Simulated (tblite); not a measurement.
## GeN2H6: geometry relaxation

System: GeN2H6, SMILES N[NH][GeH3].
Method: GFN2-xTB geometry optimisation, gas phase (tblite 0.8.0).

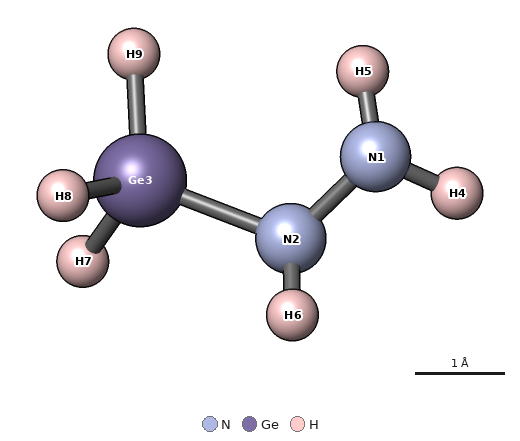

**Figure 1.** The structure as given in the input (ball-and-stick view, seen at a tilt; atoms are numbered from 1 in the order of the input). Sticks mark near contacts.

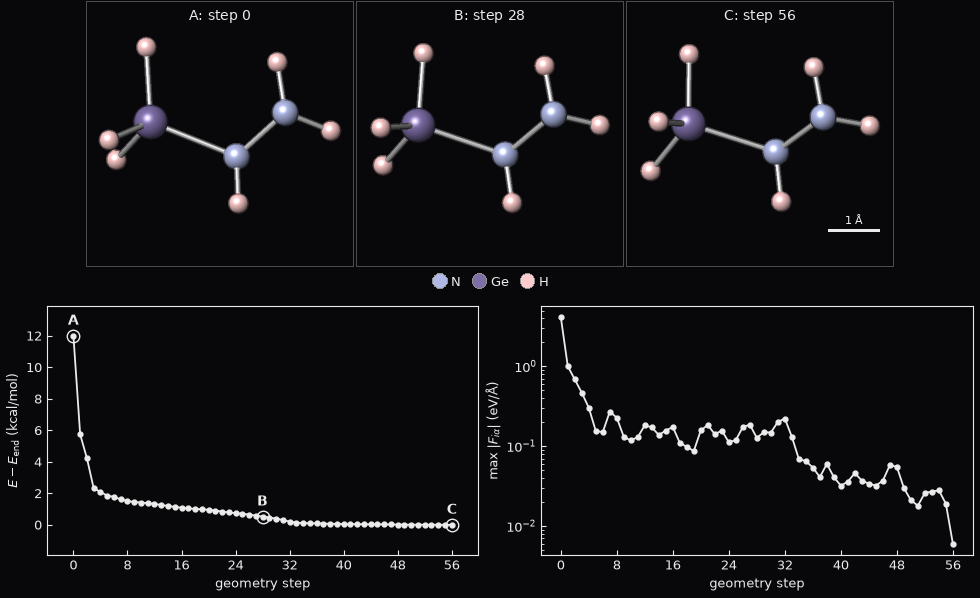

**Figure 2.** Frames of the relaxation (ball-and-stick view, seen at a tilt) above the curves, on which the letters mark them (steps are counted from 0).

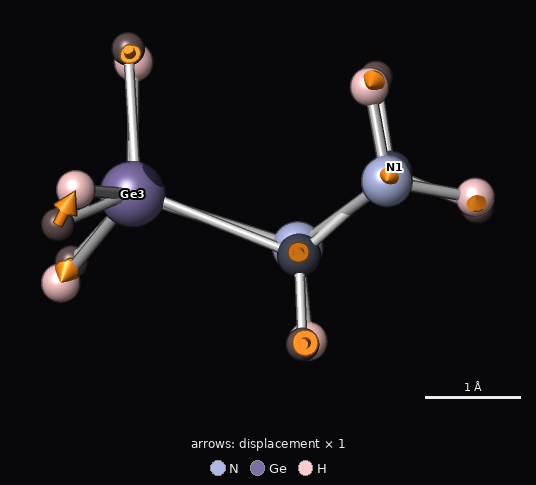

**Figure 3.** Start (faint) and end (solid) with the displacements as orange arrows, at true length (ball-and-stick view, seen at a tilt). The two geometries are laid on each other by the best rigid fit. After 56 geometry steps the energy has fallen by 12.0 kcal/mol. Largest force component: 4.2 eV/Å at the start, 0.006 eV/Å at the end. The largest move after the best rigid fit is that of H6, 0.50 Å. Largest moves by element: H 0.50 Å, N 0.28 Å, Ge 0.06 Å. Distances before and after: N1–N2 1.371 → 1.461 Å, Ge3–H7 1.554 → 1.490 Å, Ge3–H8 1.554 → 1.501 Å, Ge3–H9 1.533 → 1.498 Å. Among the angles that change: N2–Ge3–H9 115.4° → 104.5°, N2–N1–H5 116.4° → 105.8°, N1–N2–H6 115.2° → 106.1°. (Atoms are counted from 1 in the order of the input.)

The input that produced these results follows, with the program's output.

## Input file
```
{"job": {"kind": "relax", "xc": "GFN2-xTB", "basis": "xTB"}, "charge": 0, "multiplicity": 1}
N     -1.566500     0.037100     0.010500
N     -0.404500    -0.454200    -0.527100
Ge     1.163800     0.226100     0.172900
H     -2.294300    -0.712400    -0.138100
H     -1.520200     0.357500     0.997900
H     -0.394500    -0.530700    -1.553000
H      2.207700    -0.922000     0.095800
H      1.723400     1.359900    -0.730400
H      1.098600     0.644700     1.646300
```

The first line tells a small driver script what to run in tblite; the rest is the geometry in Å.

Run as:
```bash
OMP_NUM_THREADS=1 python <driver script> task.json out
```

## The program's output
```
step      E/eV     max force
  0    -292.63949    4.273
  1    -292.91101    1.190
  2    -292.97673    0.865
  3    -293.05919    0.472
  4    -293.06914    0.307
  5    -293.07964    0.180
  6    -293.08270    0.183
  7    -293.09022    0.276
  8    -293.09418    0.244
  9    -293.09718    0.159
 10    -293.09857    0.152
 11    -293.10028    0.145
 12    -293.10247    0.194
 13    -293.10526    0.215
 14    -293.10804    0.168
 15    -293.11052    0.161
 16    -293.11268    0.178
 17    -293.11456    0.137
 18    -293.11594    0.146
 19    -293.11714    0.124
 20    -293.11865    0.158
 21    -293.12074    0.185
 22    -293.12333    0.147
 23    -293.12582    0.161
 24    -293.12768    0.131
 25    -293.12941    0.166
 26    -293.13177    0.195
 27    -293.13451    0.193
 28    -293.13722    0.155
 29    -293.13981    0.179
 30    -293.14280    0.175
 31    -293.14669    0.236
 32    -293.15107    0.243
 33    -293.15392    0.147
 34    -293.15524    0.078
 35    -293.15565    0.070
 36    -293.15605    0.058
 37    -293.15649    0.059
 38    -293.15706    0.063
 39    -293.15742    0.051
 40    -293.15766    0.036
 41    -293.15790    0.040
 42    -293.15816    0.048
 43    -293.15837    0.042
 44    -293.15850    0.037
 45    -293.15861    0.036
 46    -293.15876    0.037
 47    -293.15900    0.060
 48    -293.15929    0.059
 49    -293.15949    0.034
 50    -293.15957    0.022
 51    -293.15961    0.021
 52    -293.15967    0.028
 53    -293.15975    0.033
 54    -293.15985    0.033
 55    -293.15993    0.020
 56    -293.15995    0.008
```

## Trajectory as extended XYZ (Å, eV, eV/Å), 24 of the 57 frames kept, from step=0 to step=56
```
9
Properties=species:S:1:pos:R:3:forces:R:3 step=0 energy=-292.63949
N    -1.5665    0.0371    0.0105   -4.1660   0.9410   0.1220
N    -0.4045   -0.4542   -0.5271    3.6150  -1.3080   0.0390
Ge    1.1638    0.2261    0.1729    0.9220  -0.1550  -0.5620
H    -2.2943   -0.7124   -0.1381    0.5730   0.8380   0.8140
H    -1.5202    0.3575    0.9979    0.3030  -0.8290  -0.8800
H    -0.3945   -0.5307   -1.5530   -0.3910   0.4650   0.5210
H     2.2077   -0.9220    0.0958   -0.4310   0.3820  -0.0390
H     1.7234    1.3599   -0.7304   -0.1350  -0.2490   0.5140
H     1.0986    0.6447    1.6463   -0.2890  -0.0870  -0.5290
9
Properties=species:S:1:pos:R:3:forces:R:3 step=2 energy=-292.97673
N    -1.6284    0.0599   -0.0023    0.4040   0.3400  -0.6850
N    -0.3501   -0.4768   -0.5141   -0.3430  -0.0660   0.4710
Ge    1.1927    0.2247    0.1605    0.5790   0.0750  -0.1260
H    -2.2890   -0.7011   -0.1172   -0.1570  -0.0490   0.4250
H    -1.5146    0.3352    0.9786    0.0040  -0.4990  -0.3730
H    -0.4032   -0.5192   -1.5387   -0.0580   0.2130   0.5510
H     2.1962   -0.9118    0.0946   -0.1810   0.1460  -0.0560
H     1.7198    1.3534   -0.7159   -0.0270  -0.0660   0.3200
H     1.0901    0.6417    1.6294   -0.2200  -0.0940  -0.5260
9
Properties=species:S:1:pos:R:3:forces:R:3 step=5 energy=-293.07964
N    -1.6230    0.0798   -0.0443   -0.0490   0.0770   0.0320
N    -0.3525   -0.4893   -0.4740    0.0880  -0.1340   0.0370
Ge    1.2191    0.2266    0.1480    0.0100  -0.0630  -0.1550
H    -2.2927   -0.6888   -0.0812   -0.0940  -0.0320  -0.0370
H    -1.5141    0.2951    0.9421    0.0000   0.0940   0.1530
H    -0.4022   -0.5019   -1.4896    0.1270  -0.0520   0.0190
H     2.1886   -0.9094    0.0856   -0.0050  -0.0240  -0.0880
H     1.7243    1.3597   -0.6896    0.0700   0.1110   0.0880
H     1.0662    0.6342    1.5779   -0.1460   0.0250  -0.0480
9
Properties=species:S:1:pos:R:3:forces:R:3 step=7 energy=-293.09022
N    -1.6215    0.0818   -0.0431    0.0030   0.0010   0.0880
N    -0.3509   -0.5021   -0.4617   -0.0850  -0.0930  -0.0080
Ge    1.2144    0.2212    0.1338    0.2710   0.0420  -0.0290
H    -2.2986   -0.6824   -0.0785   -0.0460   0.0070  -0.0560
H    -1.5156    0.2972    0.9453    0.0000   0.0940   0.0890
H    -0.3862   -0.5052   -1.4756    0.0360  -0.1220  -0.1060
H     2.1914   -0.9169    0.0730   -0.0730   0.0660  -0.0850
H     1.7354    1.3777   -0.6770    0.0020  -0.0050   0.0950
H     1.0453    0.6347    1.5586   -0.1070   0.0100   0.0130
9
Properties=species:S:1:pos:R:3:forces:R:3 step=10 energy=-293.09857
N    -1.6187    0.0815   -0.0338    0.0640  -0.0110  -0.0190
N    -0.3531   -0.5193   -0.4538    0.0580   0.0390  -0.0120
Ge    1.2257    0.2204    0.1220   -0.0360   0.0360   0.0780
H    -2.3066   -0.6739   -0.0814    0.0140   0.0640   0.0090
H    -1.5168    0.3077    0.9554    0.0220  -0.0120  -0.0390
H    -0.3709   -0.5209   -1.4715   -0.0960  -0.1180   0.0060
H     2.1897   -0.9193    0.0535    0.0020   0.0270  -0.0690
H     1.7460    1.3942   -0.6590   -0.0020  -0.0040   0.0310
H     1.0184    0.6356    1.5433   -0.0280  -0.0210   0.0150
9
Properties=species:S:1:pos:R:3:forces:R:3 step=12 energy=-293.10247
N    -1.6109    0.0806   -0.0308    0.0040   0.0880  -0.0870
N    -0.3488   -0.5227   -0.4532    0.1060   0.0310   0.0100
Ge    1.2310    0.2248    0.1259   -0.1830  -0.0500  -0.0420
H    -2.3087   -0.6640   -0.0830    0.0320   0.0180   0.0160
H    -1.5144    0.3124    0.9571    0.0600  -0.0400  -0.0280
H    -0.3758   -0.5425   -1.4720   -0.0690  -0.0810   0.0870
H     2.1878   -0.9154    0.0374    0.0440   0.0050  -0.0350
H     1.7493    1.3991   -0.6476    0.0140   0.0480   0.0020
H     1.0040    0.6338    1.5410   -0.0080  -0.0190   0.0770
9
Properties=species:S:1:pos:R:3:forces:R:3 step=15 energy=-293.11052
N    -1.5922    0.0915   -0.0358   -0.0770   0.1080  -0.0170
N    -0.3351   -0.5296   -0.4463   -0.1570  -0.0300   0.0200
Ge    1.2260    0.2293    0.1266    0.0020  -0.0150  -0.0740
H    -2.3074   -0.6366   -0.0838    0.0570  -0.0270  -0.0430
H    -1.4996    0.3162    0.9539    0.0840   0.0110  -0.0030
H    -0.3927   -0.6048   -1.4585    0.0500  -0.0650   0.0230
H     2.1890   -0.9048   -0.0057    0.0290   0.0370   0.0380
H     1.7592    1.4196   -0.6173   -0.0310   0.0480   0.0010
H     0.9664    0.6252    1.5417    0.0420  -0.0660   0.0540
9
Properties=species:S:1:pos:R:3:forces:R:3 step=17 energy=-293.11456
N    -1.5898    0.1057   -0.0412   -0.0260  -0.0080   0.0370
N    -0.3389   -0.5332   -0.4420   -0.1100  -0.0160   0.0140
Ge    1.2198    0.2297    0.1219    0.0800   0.0480   0.0320
H    -2.3015   -0.6261   -0.0871   -0.0170   0.0190  -0.0340
H    -1.4854    0.3178    0.9509    0.0170   0.0560  -0.0100
H    -0.3986   -0.6387   -1.4495    0.0520  -0.0570  -0.0350
H     2.1928   -0.8969   -0.0214    0.0030   0.0420   0.0470
H     1.7605    1.4324   -0.6048   -0.0690   0.0160   0.0140
H     0.9547    0.6153    1.5480    0.0690  -0.1000  -0.0640
9
Properties=species:S:1:pos:R:3:forces:R:3 step=19 energy=-293.11714
N    -1.5915    0.1142   -0.0424    0.0320  -0.0540  -0.0030
N    -0.3462   -0.5357   -0.4399    0.0870   0.0050  -0.0020
Ge    1.2189    0.2316    0.1201   -0.0080   0.0060   0.0130
H    -2.2995   -0.6203   -0.0917   -0.0810   0.0520   0.0120
H    -1.4761    0.3229    0.9496   -0.0440   0.0510  -0.0180
H    -0.3987   -0.6605   -1.4468    0.0140  -0.0180   0.0150
H     2.1957   -0.8896   -0.0254    0.0080   0.0240   0.0340
H     1.7559    1.4404   -0.5984   -0.0740   0.0180   0.0110
H     0.9549    0.6031    1.5499    0.0660  -0.0840  -0.0620
9
Properties=species:S:1:pos:R:3:forces:R:3 step=22 energy=-293.12333
N    -1.5865    0.1247   -0.0480    0.0680  -0.0090  -0.0770
N    -0.3470   -0.5437   -0.4330    0.1360  -0.0510  -0.0040
Ge    1.2175    0.2364    0.1141   -0.0660  -0.0780  -0.1060
H    -2.3109   -0.5937   -0.0987   -0.0290   0.0460   0.0500
H    -1.4637    0.3445    0.9410   -0.0940   0.0170  -0.0360
H    -0.3958   -0.7176   -1.4340   -0.0300   0.0510   0.0790
H     2.2050   -0.8677   -0.0318    0.0580  -0.0320  -0.0310
H     1.7305    1.4657   -0.5782   -0.0560   0.0420  -0.0170
H     0.9645    0.5574    1.5434    0.0130   0.0130   0.1410
9
Properties=species:S:1:pos:R:3:forces:R:3 step=24 energy=-293.12768
N    -1.5764    0.1322   -0.0587    0.0150   0.0230  -0.0310
N    -0.3402   -0.5536   -0.4262   -0.0670  -0.1060   0.0390
Ge    1.2136    0.2364    0.1050    0.0550  -0.0270   0.0260
H    -2.3208   -0.5673   -0.0999    0.0590   0.0100   0.0000
H    -1.4599    0.3619    0.9289   -0.0620   0.0370  -0.0380
H    -0.3972   -0.7616   -1.4178   -0.0110   0.0420  -0.0060
H     2.2165   -0.8518   -0.0408    0.0690  -0.0420  -0.0810
H     1.7058    1.4887   -0.5621   -0.0600   0.0230  -0.0220
H     0.9723    0.5210    1.5464    0.0020   0.0400   0.1120
9
Properties=species:S:1:pos:R:3:forces:R:3 step=27 energy=-293.13451
N    -1.5631    0.1434   -0.0776   -0.0440   0.0120   0.0410
N    -0.3388   -0.5811   -0.4125   -0.0890  -0.0050   0.0790
Ge    1.2157    0.2299    0.1036    0.0490  -0.0080   0.1860
H    -2.3245   -0.5370   -0.1023    0.0270  -0.0520  -0.0900
H    -1.4684    0.3913    0.9073    0.0470   0.0830  -0.0080
H    -0.4012   -0.8001   -1.4010    0.0510   0.0100  -0.0320
H     2.2432   -0.8396   -0.0613    0.0130   0.0260  -0.0940
H     1.6601    1.5155   -0.5510   -0.0770  -0.0850   0.0280
H     0.9906    0.4839    1.5696    0.0240   0.0190  -0.1100
9
Properties=species:S:1:pos:R:3:forces:R:3 step=29 energy=-293.13981
N    -1.5601    0.1496   -0.0871   -0.0160  -0.0240   0.0090
N    -0.3442   -0.6012   -0.3991    0.0570   0.1000   0.0100
Ge    1.2210    0.2215    0.1152   -0.0730  -0.0540   0.0240
H    -2.3250   -0.5258   -0.1108   -0.0230  -0.0350  -0.0670
H    -1.4764    0.4190    0.8929    0.0670   0.0520  -0.0060
H    -0.3973   -0.8114   -1.3943    0.0710   0.0230   0.1110
H     2.2640   -0.8328   -0.0767   -0.0300   0.0650  -0.0800
H     1.6193    1.5230   -0.5481   -0.0670  -0.1500   0.0720
H     1.0123    0.4642    1.5828    0.0150   0.0220  -0.0740
9
Properties=species:S:1:pos:R:3:forces:R:3 step=32 energy=-293.15107
N    -1.5495    0.1675   -0.1126    0.0650  -0.0100  -0.0260
N    -0.3474   -0.6290   -0.3620    0.0760   0.0720   0.0040
Ge    1.2203    0.1983    0.1374   -0.0800  -0.0590  -0.2220
H    -2.3306   -0.4897   -0.1404   -0.0030   0.0340   0.0530
H    -1.4716    0.4908    0.8525   -0.0390  -0.0420  -0.0460
H    -0.3805   -0.8696   -1.3503    0.0640  -0.0030   0.0680
H     2.3043   -0.7934   -0.1367   -0.0760   0.0400  -0.0420
H     1.5136    1.5250   -0.5123    0.0010  -0.0640   0.0410
H     1.0549    0.4060    1.5993   -0.0090   0.0310   0.1710
9
Properties=species:S:1:pos:R:3:forces:R:3 step=34 energy=-293.15524
N    -1.5363    0.1799   -0.1307    0.0110   0.0050  -0.0250
N    -0.3443   -0.6394   -0.3426   -0.0360  -0.0310   0.0030
Ge    1.2160    0.1874    0.1376    0.0080   0.0130   0.0110
H    -2.3319   -0.4605   -0.1510    0.0220   0.0170   0.0390
H    -1.4640    0.5222    0.8269   -0.0420  -0.0030   0.0060
H    -0.3751   -0.9189   -1.3176    0.0590  -0.0310  -0.0410
H     2.3189   -0.7661   -0.1781   -0.0690  -0.0030  -0.0250
H     1.4641    1.5289   -0.4827    0.0220   0.0330  -0.0140
H     1.0662    0.3724    1.6132    0.0240   0.0000   0.0460
9
Properties=species:S:1:pos:R:3:forces:R:3 step=37 energy=-293.15649
N    -1.5307    0.1840   -0.1375   -0.0270   0.0110  -0.0030
N    -0.3459   -0.6474   -0.3380    0.0400   0.0020   0.0160
Ge    1.2149    0.1871    0.1393   -0.0350   0.0250   0.0410
H    -2.3307   -0.4492   -0.1503   -0.0250  -0.0230  -0.0060
H    -1.4659    0.5314    0.8194    0.0160   0.0060  -0.0130
H    -0.3690   -0.9378   -1.3112    0.0270   0.0030   0.0000
H     2.3170   -0.7595   -0.1930   -0.0390  -0.0150  -0.0170
H     1.4528    1.5358   -0.4751    0.0090  -0.0020   0.0030
H     1.0711    0.3617    1.6212    0.0340  -0.0050  -0.0210
9
Properties=species:S:1:pos:R:3:forces:R:3 step=39 energy=-293.15742
N    -1.5315    0.1841   -0.1416   -0.0300  -0.0140  -0.0080
N    -0.3465   -0.6496   -0.3343    0.0410   0.0190   0.0200
Ge    1.2113    0.1872    0.1457   -0.0090   0.0150  -0.0040
H    -2.3308   -0.4499   -0.1496   -0.0390  -0.0260  -0.0210
H    -1.4700    0.5372    0.8134    0.0300   0.0080  -0.0150
H    -0.3558   -0.9368   -1.3094   -0.0120   0.0100   0.0210
H     2.3074   -0.7581   -0.2011   -0.0050  -0.0340  -0.0130
H     1.4450    1.5321   -0.4747    0.0090   0.0230   0.0050
H     1.0844    0.3597    1.6264    0.0150  -0.0010   0.0130
9
Properties=species:S:1:pos:R:3:forces:R:3 step=41 energy=-293.15790
N    -1.5350    0.1813   -0.1421   -0.0060  -0.0300  -0.0040
N    -0.3452   -0.6474   -0.3332   -0.0230   0.0210   0.0030
Ge    1.2097    0.1893    0.1478    0.0360   0.0060  -0.0160
H    -2.3333   -0.4553   -0.1492   -0.0040  -0.0120  -0.0100
H    -1.4709    0.5368    0.8119    0.0030   0.0060  -0.0160
H    -0.3495   -0.9295   -1.3098   -0.0190  -0.0030   0.0170
H     2.2999   -0.7625   -0.2014   -0.0020  -0.0250  -0.0110
H     1.4472    1.5307   -0.4770    0.0110   0.0330   0.0060
H     1.0907    0.3625    1.6276    0.0040   0.0030   0.0310
9
Properties=species:S:1:pos:R:3:forces:R:3 step=44 energy=-293.15850
N    -1.5378    0.1777   -0.1448    0.0010   0.0050   0.0020
N    -0.3443   -0.6452   -0.3300   -0.0130   0.0130  -0.0100
Ge    1.2115    0.1933    0.1487    0.0120  -0.0070   0.0020
H    -2.3367   -0.4586   -0.1500    0.0260  -0.0160   0.0050
H    -1.4701    0.5390    0.8064   -0.0340   0.0130  -0.0040
H    -0.3467   -0.9322   -1.3049   -0.0110  -0.0120   0.0030
H     2.2917   -0.7687   -0.2096   -0.0020   0.0030   0.0010
H     1.4511    1.5381   -0.4736    0.0090   0.0010   0.0180
H     1.0948    0.3625    1.6325    0.0120  -0.0010  -0.0180
9
Properties=species:S:1:pos:R:3:forces:R:3 step=46 energy=-293.15876
N    -1.5374    0.1788   -0.1484   -0.0130   0.0230  -0.0050
N    -0.3449   -0.6452   -0.3271    0.0370   0.0040   0.0040
Ge    1.2135    0.1931    0.1498   -0.0340   0.0000  -0.0040
H    -2.3358   -0.4575   -0.1513    0.0080  -0.0240   0.0040
H    -1.4720    0.5457    0.8005   -0.0270   0.0170   0.0050
H    -0.3470   -0.9414   -1.2991   -0.0080  -0.0030   0.0000
H     2.2912   -0.7673   -0.2174    0.0080   0.0010   0.0030
H     1.4464    1.5425   -0.4672    0.0120  -0.0130   0.0200
H     1.0996    0.3572    1.6351    0.0160  -0.0040  -0.0270
9
Properties=species:S:1:pos:R:3:forces:R:3 step=49 energy=-293.15949
N    -1.5431    0.1786   -0.1556   -0.0160   0.0050  -0.0070
N    -0.3439   -0.6376   -0.3221    0.0240  -0.0080   0.0170
Ge    1.2161    0.1946    0.1505   -0.0300   0.0060  -0.0150
H    -2.3321   -0.4693   -0.1513   -0.0180  -0.0070   0.0070
H    -1.4868    0.5603    0.7881   -0.0050   0.0090   0.0010
H    -0.3461   -0.9502   -1.2887    0.0010   0.0050  -0.0080
H     2.2836   -0.7713   -0.2287    0.0200   0.0090  -0.0050
H     1.4469    1.5498   -0.4530    0.0220  -0.0110   0.0000
H     1.1190    0.3509    1.6357    0.0000  -0.0060   0.0110
9
Properties=species:S:1:pos:R:3:forces:R:3 step=51 energy=-293.15961
N    -1.5459    0.1766   -0.1539   -0.0050  -0.0100   0.0000
N    -0.3433   -0.6352   -0.3235   -0.0180  -0.0010  -0.0010
Ge    1.2153    0.1961    0.1489    0.0100  -0.0020   0.0040
H    -2.3322   -0.4749   -0.1492   -0.0100   0.0010   0.0080
H    -1.4900    0.5577    0.7903   -0.0030   0.0040  -0.0080
H    -0.3460   -0.9435   -1.2917    0.0020   0.0000  -0.0010
H     2.2815   -0.7749   -0.2249    0.0100   0.0180  -0.0060
H     1.4556    1.5489   -0.4551    0.0180  -0.0040  -0.0070
H     1.1186    0.3553    1.6339   -0.0040  -0.0060   0.0110
9
Properties=species:S:1:pos:R:3:forces:R:3 step=54 energy=-293.15985
N    -1.5508    0.1734   -0.1534    0.0000  -0.0100   0.0050
N    -0.3447   -0.6333   -0.3238   -0.0180   0.0080  -0.0200
Ge    1.2153    0.1972    0.1481    0.0160  -0.0050   0.0280
H    -2.3347   -0.4814   -0.1450    0.0030   0.0020   0.0050
H    -1.4956    0.5583    0.7894    0.0030   0.0000  -0.0120
H    -0.3462   -0.9390   -1.2933    0.0000   0.0000   0.0150
H     2.2823   -0.7742   -0.2255   -0.0050   0.0120   0.0000
H     1.4701    1.5476   -0.4561    0.0020   0.0010  -0.0060
H     1.1178    0.3573    1.6345   -0.0020  -0.0080  -0.0150
9
Properties=species:S:1:pos:R:3:forces:R:3 step=56 energy=-293.15995
N    -1.5527    0.1733   -0.1568    0.0000  -0.0010   0.0000
N    -0.3456   -0.6324   -0.3214    0.0030   0.0020  -0.0040
Ge    1.2160    0.1968    0.1500   -0.0030   0.0010   0.0060
H    -2.3360   -0.4821   -0.1443    0.0030  -0.0020   0.0050
H    -1.4986    0.5649    0.7830    0.0040   0.0040  -0.0030
H    -0.3455   -0.9448   -1.2885    0.0000   0.0020   0.0030
H     2.2834   -0.7699   -0.2319   -0.0020  -0.0010   0.0010
H     1.4695    1.5488   -0.4519   -0.0030   0.0000  -0.0010
H     1.1231    0.3514    1.6366   -0.0030  -0.0040  -0.0060
```

## Results in brief

- outcome: converged
- total energy: −293.1600 eV
- hardware: 1 CPU thread, shared host
- peak memory: 0.18 GiB
